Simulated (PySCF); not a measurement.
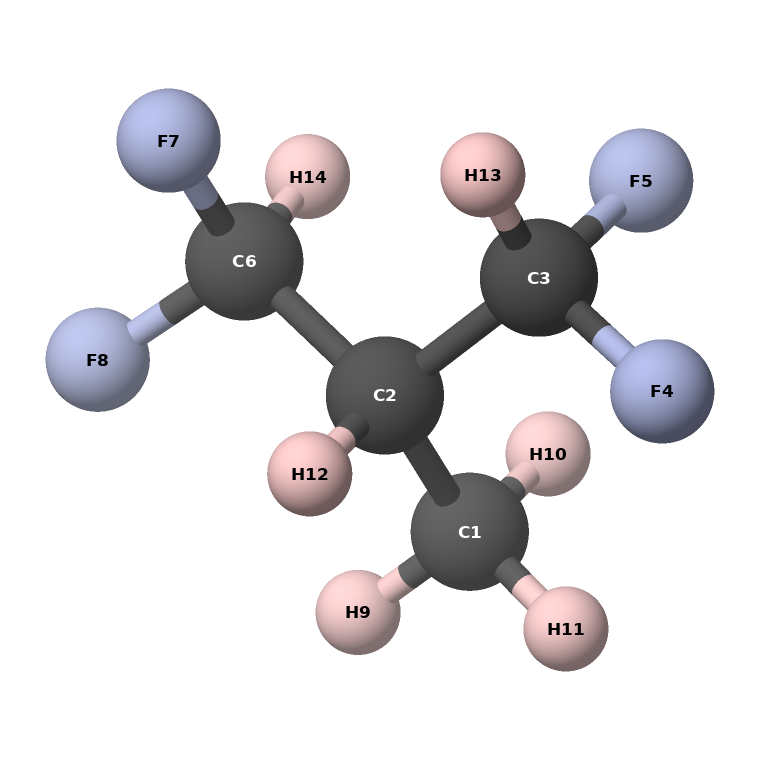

Computed geometry: GFN2-xTB optimisation. No frequency run is at hand to confirm it as a minimum. Method: B3LYP/pcJ-1 indirect spin-spin coupling, non-relativistic, gas phase (PySCF 2.14.0). Isotopes: 13C, 19F, 1H.

Give the spin–spin coupling constants of these pairs, with the number of bonds between them: C3/F4, C6/F8, C2/F4, F7/H14, C1/F8, C1/F7, F8/H12.

```csv
pair,bonds apart,J (Hz)
"C3, F4",1,−302.6
"C6, F8",1,−302.9
"C2, F4",2,19.3
"F7, H14",2,63.0
"C1, F8",3,1.1
"C1, F7",3,5.2
"F8, H12",3,9.3
```

Density functionals are unreliable for couplings to fluorine, so those rows may be far off.
